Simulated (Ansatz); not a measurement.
LaGaO₃ (space group R-3c)

```xyz
10
Lattice="2.7339 1.5784 4.3811 -2.7339 1.5784 4.3811 0.0000 -3.1569 4.3811" Properties=species:S:1:pos:R:3 pbc="T T T"
La     0.0000     0.0000     3.2858
La     0.0000     0.0000     9.8575
Ga     0.0000     0.0000     0.0000
Ga     0.0000     0.0000     6.5716
O      1.5372     0.4943     5.4764
O     -1.5372    -0.4943     7.6669
O     -1.1967     1.0841     5.4764
O      1.1967    -1.0841     7.6669
O     -0.3405    -1.5784     5.4764
O      0.3405     1.5784     7.6669
```

A phonon eigenvector at Γ is frozen into this cell: atom i moves by Q times the vector below, so Q is the largest atomic displacement, in Å. The cell is held.

```
atom       x       y       z
----  ------  ------  ------
La1    0.000   0.000   1.000
La2    0.000   0.000  -1.000
O5    -0.124  -0.071  -0.183
O6     0.124   0.071   0.183
O7     0.124  -0.071  -0.183
O8    -0.124   0.071   0.183
O9     0.000   0.143  -0.183
O10    0.000  -0.143   0.183
```

Atoms not listed stay in place.

Computed with LDA (plane waves to 420 eV, PAW, scalar-relativistic; Ansatz, a quantum-chemistry and plane-wave program). k mesh 8×8×8 (Γ-centred), Fermi-Dirac smearing 0.05 eV. The energy includes the smearing's −TS. Compression counts positive. LaGaO3 is run without spin polarisation. LaGaO3 was relaxed with its symmetry unable to fall. This is one of several known forms of LaGaO3; the measured ambient cells at hand have space group No. 62. The zero of ΔE is the undisplaced structure.

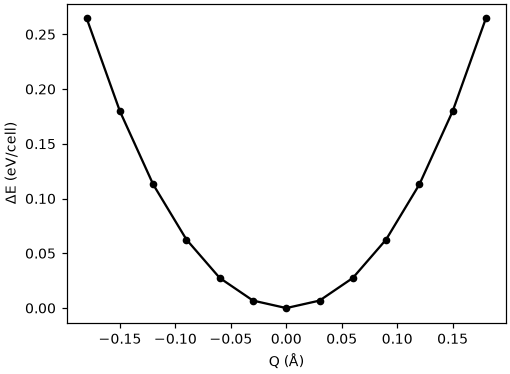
ΔE (eV/cell) against Q (Å); markers are the computed points, lines only join them.

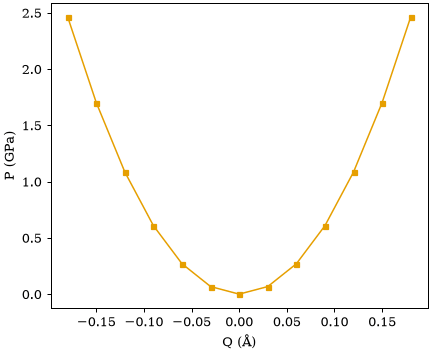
*P (GPa) against Q (Å); computed points joined by lines.*

The energy at Q = 0.180 Å comes out as 264.6 meV/cell. Harmonic wavenumber from the curvature (finite differences): 121 cm⁻¹. Space group of the distorted cell: R-3 (No. 148), lowered from R-3c. Shape of the curve: a single well with its minimum at or next to zero displacement. Symmetry of the curve: even: the same for both signs.

E″ = 15.14 eV/Å², M = Σ mᵢ|uᵢ|² = 283.0 u, ν̃ = 521.5·√(|E″|/M).

(For displaced atoms, the force is minus the slope of the energy, and its curvature is a force constant, which sets phonon frequencies.)
